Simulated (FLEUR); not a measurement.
# MnS (Browneite): which magnetic order is lowest

Wanted: the moments of MnS (Browneite) and the energy of each order that was tried.

Main program and level: FLEUR MaX-R8.1; PBEsol; all-electron FLAPW, Dirac cores, scalar-relativistic bands.

### Step 1. The starting structure

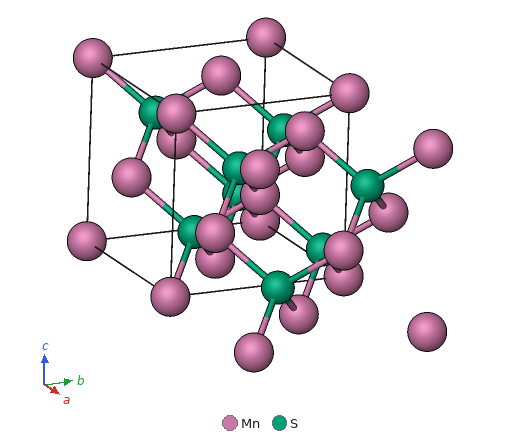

The starting structure, seen slightly off an axis (manganese pink, sulfur teal). 2×1×1 cells are drawn. This picture shows the conventional cell, with its axes. Bonds to atoms that aren't drawn are left out. Some periodic images of atoms are drawn too.

Coordinates:

```xyz
2
Lattice="0.0000 2.8000 2.8000 2.8000 0.0000 2.8000 2.8000 2.8000 0.0000" Properties=species:S:1:pos:R:3 pbc="T T T"
Mn    0.0000    0.0000    0.0000
S     1.4000    1.4000    1.4000
```

### Step 2. Run 1 (ferro +)

The parallel start is the test of whether parallel moments hold.

inpgen writes inp.xml from crystal.txt; cutoffs, mixing, functional, smearing and local orbitals are then set in the file. The k list default-1 (kpts.xml, not shown) is a Γ-centred 6×6×6 mesh; where the ranks do not divide the number of points, some are split in two of half the weight.

inp.xml

```
<?xml version="1.0" encoding="UTF-8" standalone="no"?>
<fleurInput fleurInputVersion="0.39">
   <comment>
      MnS
   </comment>
   <calculationSetup>
      <cutoffs Kmax="4.26" Gmax="12.8" GmaxXC="12.8" numbands="0"/>
      <scfLoop itmax="130" minDistance="0.00002" maxIterBroyd="15" imix="Anderson" alpha="0.05" precondParam="0.0" spinf="2.0" sdNocoIR="T"/>
      <coreElectrons ctail="T" frcor="F" kcrel="0" coretail_lmax="0"/>
      <xcFunctional name="PBEs" relativisticCorrections="F"/>
      <magnetism jspins="2"/>
      <soc l_soc="F" theta="0.0" phi="0.0" spav="F"/>
      <expertModes spex="0" secvar="F"/>
      <geometryOptimization l_f="F" forcealpha="1.0" forcemix="BFGS" epsdisp="0.00001" epsforce="0.00001"/>
      <ldaU l_linMix="F" mixParam="0.05" spinf="1.0"/>
   </calculationSetup>
   <cell>
      <bzIntegration valenceElectrons="21.0" mode="hist" fermiSmearingEnergy="0.00293995">
         <kPointListSelection listName="default-1"/>
         <xi:include xmlns:xi="http://www.w3.org/2001/XInclude" href="kpts.xml"> </xi:include>
      </bzIntegration>
      <xi:include xmlns:xi="http://www.w3.org/2001/XInclude" href="sym.xml"> </xi:include>
      <bulkLattice scale="1.0">
         <bravaisMatrix>
            <row-1>    0.0000000000000000     5.2912331488799991     5.2912331488799991</row-1>
            <row-2>    5.2912331488799991     0.0000000000000000     5.2912331488799991</row-2>
            <row-3>    5.2912331488799991     5.2912331488799991     0.0000000000000000</row-3>
         </bravaisMatrix>
      </bulkLattice>
   </cell>
   <atomSpecies>
      <species name="Manganese 4.500" element="Mn" atomicNumber="25">
         <mtSphere radius="2.7" gridPoints="893" logIncrement="0.014"/>
         <atomicCutoffs lmax="10" lnonsphr="8"/>
         <electronConfig flipSpins="F">
            <coreConfig>(1s1/2) (2s1/2) (2p1/2) (2p3/2)</coreConfig>
            <valenceConfig>(3s1/2) (3p1/2) (3p3/2) (4s1/2) (3d3/2) (3d5/2)</valenceConfig>
            <stateOccupation state="(3d3/2)" spinUp="1.75" spinDown="0.25"/>
            <stateOccupation state="(3d5/2)" spinUp="3.0" spinDown="0.0"/>
         </electronConfig>
         <energyParameters s="4" p="4" d="3" f="4"/>
         <lo type="SCLO" l="0" n="3" eDeriv="0"/>
         <lo type="SCLO" l="1" n="3" eDeriv="0"/>
      </species>
      <species name="Sulfur (S)" element="S" atomicNumber="16">
         <mtSphere radius="1.76" gridPoints="583" logIncrement="0.02"/>
         <atomicCutoffs lmax="6" lnonsphr="4"/>
         <electronConfig flipSpins="F">
            <coreConfig>(1s1/2) (2s1/2) (2p1/2) (2p3/2)</coreConfig>
            <valenceConfig>(3s1/2) (3p1/2) (3p3/2)</valenceConfig>
            <stateOccupation state="(3p1/2)" spinUp="0.666667" spinDown="0.666667"/>
            <stateOccupation state="(3p3/2)" spinUp="1.333333" spinDown="1.333333"/>
         </electronConfig>
         <energyParameters s="3" p="3" d="3" f="4"/>
      </species>
   </atomSpecies>
   <atomGroups>
      <atomGroup species="Manganese 4.500">
         <relPos label="                   1">.0000000000 .0000000000 .0000000000</relPos>
         <force calculate="T" relaxXYZ="TTT"/>
      </atomGroup>
      <atomGroup species="Sulfur (S)">
         <relPos label="                   2">1.000/4.000 1.000/4.000 1.000/4.000</relPos>
         <force calculate="T" relaxXYZ="TTT"/>
      </atomGroup>
   </atomGroups>
   <output dos="F" band="F" slice="F">
      <bandDOS minEnergy="-.5*Htr" maxEnergy="0.5*Htr" sigma="0.015" storeEVData="T"/>
      <plotting iplot="0" polar="F">
         <plot TwoD="T" vec1="  1.0  0.0  0.0" vec2="  0.0  1.0  0.0" vec3="  0.0  0.0  1.0" zero="  0.0  0.0  0.0" file="plot"/>
      </plotting>
      <moessbauerParams electricFieldGradient="F" isomerShift="F" coreHyperfine="F" valenceHyperfine="F"/>
   </output>
</fleurInput>
```

crystal.txt

```
MnS
&input film=F cartesian=F /
0.00000000000  2.80000000000  2.80000000000
2.80000000000  0.00000000000  2.80000000000
2.80000000000  2.80000000000  0.00000000000
1.8897261246
1.0 1.0 1.0

2
25 0.00000000000  0.00000000000  0.00000000000 : 4.500
16 0.25000000000  0.25000000000  0.25000000000

&kpt div1=6 div2=6 div3=6 gamma=T /
```

The run is started by

```sh
> OMP_NUM_THREADS=1 inpgen -f crystal.txt > inpgen.log  # inp.xml is then edited as shown
> OMP_NUM_THREADS=1 mpirun -n 4 fleur_MPI > fleur.log
```

Output:

```text
Welcome to FLEUR        (www.flapw.de)
      MaX-Release 8.1          (www.max-centre.eu)

 ========== k-point set info ==========
 Selected k-point list: default-1
 k-point list type: mesh
 6 x 6 x 6
 Number of k points: 16

 ------------Calculation Setup---------------------------
 Number of MPI-tasks      :            4
 Number of PE/node        :            4
 Number of OMP-threads    :            1
 k-points in parallel     :            4
 pe's per k-point         :            1
 No of k-point loops      :            4
 Eigenvalue solver        :       lapack
 Number of basis functions:          409
 Approximate size of matrices (H+S) per k-point:         0.005 GB
 --------------------------------------------------------
 Iteration:     1   Distance:       8.81417155 me/bohr^3
 Iteration:     2   Distance:       8.07945777 me/bohr^3
 Iteration:     3   Distance:       4.76512739 me/bohr^3
 Iteration:     4   Distance:       3.98703582 me/bohr^3
 Iteration:     5   Distance:       2.07571433 me/bohr^3
 Iteration:     6   Distance:       0.68024070 me/bohr^3
 Iteration:     7   Distance:       0.36428950 me/bohr^3
 Iteration:     8   Distance:       0.09771437 me/bohr^3
 Iteration:     9   Distance:       0.05576115 me/bohr^3
 Iteration:    10   Distance:       0.00867307 me/bohr^3
 Iteration:    11   Distance:       0.00857189 me/bohr^3
 Iteration:    12   Distance:       0.00342699 me/bohr^3
 Iteration:    13   Distance:       0.00376403 me/bohr^3
 Iteration:    14   Distance:       0.00121836 me/bohr^3
 Iteration:    15   Distance:       0.00081988 me/bohr^3
 Iteration:    16   Distance:       0.00077957 me/bohr^3
 Iteration:    17   Distance:       0.00050723 me/bohr^3
 Iteration:    18   Distance:       0.00011769 me/bohr^3
 Iteration:    19   Distance:       0.00005381 me/bohr^3
 Iteration:    20   Distance:       0.00000829 me/bohr^3

 ********************************************************************
 Run finished successfully
 Stop message:
   all done
 ********************************************************************

--- out.xml (last complete iteration) ---
<iteration numberForCurrentRun="   20" overallNumber="   20">
         <energyParameters units="Htr">
            <atomicEP atomType="1" spin="1" branch="4s" branchLowest="-2.82" branchHighest="1.00" value="0.0543153230"/>
            <atomicEP atomType="1" spin="1" branch="4p" branchLowest="-1.67" branchHighest="1.46" value="0.1929085609"/>
            <atomicEP atomType="1" spin="1" branch="3d" branchLowest="-9.99" branchHighest="0.14" value="0.0658259715"/>
            <atomicEP atomType="1" spin="1" branch="4f" branchLowest="-9.99" branchHighest="2.47" value="0.5093939079"/>
            <loAtomicEP atomType="1" spin="1" branch="3s" branchLowest="-26.92" branchHighest="-2.82" value="-2.8183041227"/>
            <loAtomicEP atomType="1" spin="1" branch="3p" branchLowest="-22.74" branchHighest="-1.67" value="-1.6746519401"/>
            <atomicEP atomType="2" spin="1" branch="3s" branchLowest="-7.37" branchHighest="1.24" value="-0.4542751610"/>
            <atomicEP atomType="2" spin="1" branch="3p" branchLowest="-5.34" branchHighest="1.83" value="-0.2166602351"/>
            <atomicEP atomType="2" spin="1" branch="3d" branchLowest="-9.99" branchHighest="2.34" value="-0.0060676707"/>
            <atomicEP atomType="2" spin="1" branch="4f" branchLowest="-9.99" branchHighest="5.66" value="0.1589834919"/>
            <atomicEP atomType="1" spin="2" branch="4s" branchLowest="-2.65" branchHighest="1.12" value="0.1040303943"/>
            <atomicEP atomType="1" spin="2" branch="4p" branchLowest="-1.50" branchHighest="1.58" value="0.2322798139"/>
            <atomicEP atomType="1" spin="2" branch="3d" branchLowest="-9.99" branchHighest="0.30" value="0.2037895130"/>
            <atomicEP atomType="1" spin="2" branch="4f" branchLowest="-9.99" branchHighest="2.59" value="0.5399967123"/>
            <loAtomicEP atomType="1" spin="2" branch="3s" branchLowest="-26.85" branchHighest="-2.65" value="-2.6510218638"/>
            <loAtomicEP atomType="1" spin="2" branch="3p" branchLowest="-22.69" branchHighest="-1.50" value="-1.5101403263"/>
            <atomicEP atomType="2" spin="2" branch="3s" branchLowest="-7.36" branchHighest="1.25" value="-0.4488735021"/>
            <atomicEP atomType="2" spin="2" branch="3p" branchLowest="-5.34" branchHighest="1.84" value="-0.2114534797"/>
            <atomicEP atomType="2" spin="2" branch="3d" branchLowest="-9.99" branchHighest="2.34" value="-0.0009669938"/>
            <atomicEP atomType="2" spin="2" branch="4f" branchLowest="-9.99" branchHighest="5.67" value="0.1640755060"/>
         </energyParameters>
         <bandgap value="0.0000000000" units="eV"/>
         <sumValenceSingleParticleEnergies value="-14.9875658891" units="Htr"/>
         <FermiEnergy value="0.1810575743" units="Htr"/>
         <valenceDensity>
            <mtCharges spin="1">
               <mtCharge atomType="1" total="9.3691775" s="1.2578577" p="3.3099191" d="4.7571290" f="0.0313262"/>
               <mtCharge atomType="2" total="1.5679605" s="0.5568802" p="0.9906611" d="0.0189564" f="0.0012412"/>
            </mtCharges>
            <mtCharges spin="2">
               <mtCharge atomType="1" total="4.9134617" s="1.1858024" p="3.2058897" d="0.4802895" f="0.0290165"/>
               <mtCharge atomType="2" total="1.4912676" s="0.5475474" p="0.9398710" d="0.0036664" f="0.0001228"/>
            </mtCharges>
            <spinDependentCharge spin="1" total="12.9154565" interstitial="1.9783185" mtSpheres="10.9371379"/>
            <spinDependentCharge spin="2" total="8.0845435" interstitial="1.6798143" mtSpheres="6.4047293"/>
            <totalCharge value="21.0000000000"/>
         </valenceDensity>
         <coreStates atomType="     1" atomicNumber=" 25" spin="1" kinEnergy="    525.9712375448" eigValSum="   -330.7223397653" lostElectrons=" 0.000000">
            <state n="1" l="0" j="0.5" energy="-235.5686443151" weight="1.0000000000"/>
            <state n="2" l="0" j="0.5" energy="-26.9173864204" weight="1.0000000000"/>
            <state n="2" l="1" j="0.5" energy="-23.0001178651" weight="1.0000000000"/>
            <state n="2" l="1" j="1.5" energy="-22.6180955823" weight="2.0000000000"/>
         </coreStates>
         <coreStates atomType="     1" atomicNumber=" 25" spin="2" kinEnergy="    526.7103888180" eigValSum="   -330.4894963802" lostElectrons=" 0.000000">
            <state n="1" l="0" j="0.5" energy="-235.5685238013" weight="1.0000000000"/>
            <state n="2" l="0" j="0.5" energy="-26.8467298018" weight="1.0000000000"/>
            <state n="2" l="1" j="0.5" energy="-22.9470574586" weight="1.0000000000"/>
            <state n="2" l="1" j="1.5" energy="-22.5635926592" weight="2.0000000000"/>
         </coreStates>
         <coreStates atomType="     2" atomicNumber=" 16" spin="1" kinEnergy="    193.4205237378" eigValSum="   -111.2693307955" lostElectrons=" 0.000650">
            <state n="1" l="0" j="0.5" energy="-87.8551511659" weight="1.0000000000"/>
            <state n="2" l="0" j="0.5" energy="-7.3677325934" weight="1.0000000000"/>
            <state n="2" l="1" j="0.5" energy="-5.3796644868" weight="1.0000000000"/>
            <state n="2" l="1" j="1.5" energy="-5.3333912747" weight="2.0000000000"/>
         </coreStates>
         <coreStates atomType="     2" atomicNumber=" 16" spin="2" kinEnergy="    193.4232609381" eigValSum="   -111.2645019439" lostElectrons=" 0.000648">
            <state n="1" l="0" j="0.5" energy="-87.8544052957" weight="1.0000000000"/>
            <state n="2" l="0" j="0.5" energy="-7.3668727196" weight="1.0000000000"/>
            <state n="2" l="1" j="0.5" energy="-5.3785903342" weight="1.0000000000"/>
            <state n="2" l="1" j="1.5" energy="-5.3323167972" weight="2.0000000000"/>
         </coreStates>
         <allElectronCharges>
            <spinDependentCharge spin="1" total="22.9154564" interstitial="1.9789467" mtSpheres="20.9365098"/>
            <spinDependentCharge spin="2" total="18.0845435" interstitial="1.6804403" mtSpheres="16.4041032"/>
            <totalCharge value="40.9999999932"/>
         </allElectronCharges>
         <magneticMomentsInMTSpheres units="muBohr">
            <globalMagMoment atomType="1" vec="0.00000   0.00000   4.45572"/>
            <localMagMoment atomType="1" vec="0.00000   0.00000   4.45572"/>
            <globalMagMoment atomType="2" vec="0.00000   0.00000   0.07669"/>
            <localMagMoment atomType="2" vec="0.00000   0.00000   0.07669"/>
         </magneticMomentsInMTSpheres>
         <moessbauerParams unitsHFF="kG" unitsIS="e/bohr^3" unitsEFG="Htr/bohr^2">
         </moessbauerParams>
         <totalEnergy value="    -1556.1426342333" units="Htr">
            <sumOfEigenvalues value="     -898.7332347740">
               <coreElectrons value="-883.7456688850"/>
               <valenceElectrons value="-14.9875658891"/>
            </sumOfEigenvalues>
            <densityCoulombPotentialIntegral value="-2371.2130709441"/>
            <densityEffectivePotentialIntegral value="-2470.9204415519"/>
            <chargeDenXCDenIntegral value="-76.2201021878"/>
            <FockExchangeEnergyValence value="0.0000000000"/>
            <FockExchangeEnergyCore value="0.0000000000"/>
            <atomTypeDependentContributions atomType="1">
               <electronNucleiInteractionDifferentMTs value="1382.2278445982"/>
               <MadelungTerm value="-5.6906830592"/>
            </atomTypeDependentContributions>
            <atomTypeDependentContributions atomType="2">
               <electronNucleiInteractionDifferentMTs value="466.0452774472"/>
               <MadelungTerm value="-12.5393982467"/>
            </atomTypeDependentContributions>
            <tkbTimesEntropy value="0.0007638071"/>
            <freeEnergy value="-1556.1433980404"/>
            <extrapolationTo0K value="-1556.1430161368"/>
         </totalEnergy>
         <densityConvergence units="me/bohr^3">
            <chargeDensity spin="1" distance="0.0000035537"/>
            <chargeDensity spin="2" distance="0.0000063036"/>
            <overallChargeDensity distance="0.0000059996"/>
            <spinDensity distance="0.0000082905"/>
         </densityConvergence>
      </iteration>
```

Wall time 50 s (4 MPI ranks of Intel Xeon at 2.50GHz (Skylake/Cascade Lake), shared host); peak memory 0.27 GiB; 3.3 min of CPU time.

Spin moment in the muffin-tin sphere by atom:

```csv
atom,spin moment in the muffin-tin sphere (μB)
Mn1,4.46
S2,0.08
```

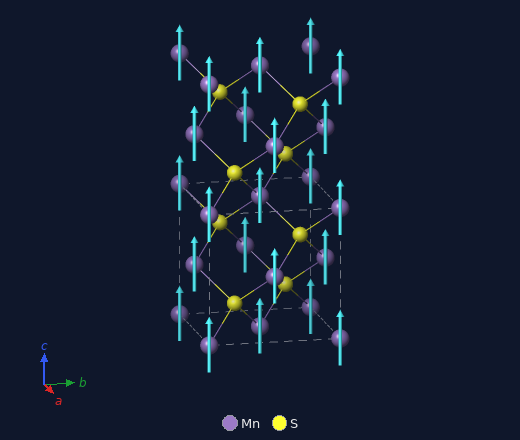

Spin moment in the muffin-tin sphere as arrows, the longest 4.46 μB. Up and down stand for the sign. Arrows give size and sign along the axis of quantisation, drawn up and down the page. Bonds to atoms that aren't drawn are left out. 1×1×2 conventional cells are drawn. Some periodic images of atoms are drawn too.

Numbers from this step:

```
free energy                                                       : -42344.8191 eV
program's band gap on this mesh (in a metal only a level spacing) : 0 eV
magnetization                                                     : 4.831 μB
final state                                                       : ferromagnetic
```

After 20 cycles the largest moment stands at 4.46 μB.

(Continued in part 2 of 3.)

[Logs and program files are shortened in this print: banners, set-up blocks, solver, clock and traceback lines can be left out without a mark of their own.]

[Logs are printed without paths, hosts, clocks, repeated set-up lines and the standing remarks that a program may print on its own settings, such as how far it seeks lower states.]

[Hosts, paths, dates, database ids (printed as entryN), source tags and the programs' standing remarks are cut or masked in the printed files.]

[Where a cell is said to come from a database of computed structures, the database is the Materials Project.]
